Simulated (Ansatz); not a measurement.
```yaml
atoms:
  - { symbol: Hf, position_ang: [-0.7598, 0.7266, 0.7377] }
  - { symbol: B, position_ang: [-1.2540, 0.1656, -1.5476] }
  - { symbol: B, position_ang: [-0.2685, 1.4402, -1.5363] }
  - { symbol: B, position_ang: [-0.6208, -1.6700, 1.6933] }
  - { symbol: B, position_ang: [0.7852, -1.0310, 1.2526] }
  - { symbol: B, position_ang: [-0.2789, -1.6283, -0.0222] }
  - { symbol: B, position_ang: [1.5631, 1.9436, 0.5133] }
  - { symbol: B, position_ang: [1.2547, 0.8544, -0.8204] }
  - { symbol: B, position_ang: [1.0479, -0.7345, -0.4553] }
  - { symbol: B, position_ang: [-1.8280, -1.0315, -0.6723] }
  - { symbol: B, position_ang: [0.6109, 2.4425, -0.6593] }
  - { symbol: B, position_ang: [-1.8639, -1.8272, 0.7118] }
  - { symbol: B, position_ang: [1.6121, 0.3496, 0.8047] }
```

Geometry: PBE-D4/def2-SVP; core potentials replace the inner electrons of Hf.

Theory: UKS PBE0-D4/def2-TZVP in Ansatz.

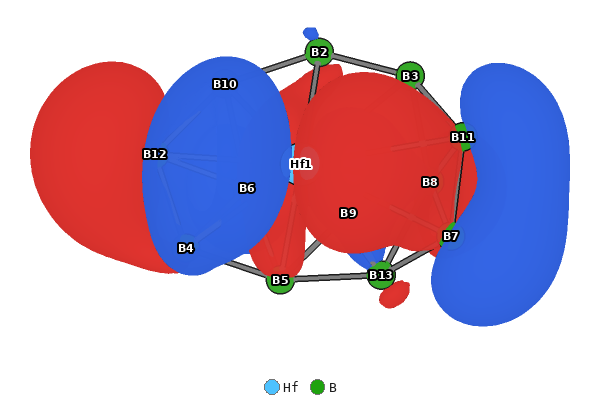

B12Hf (quintet). The HOMO (α) at ±0.06 Å⁻³ᐟ² (blue and red are the two phases), seen at a tilt.

### What is the character of this orbital?

By Hirshfeld shares it lies mainly on Hf1 (about 40 %), B12 (about 20 %), B7 (about 10 %) and B11 (about 10 %). Its energy is −4.59 eV.
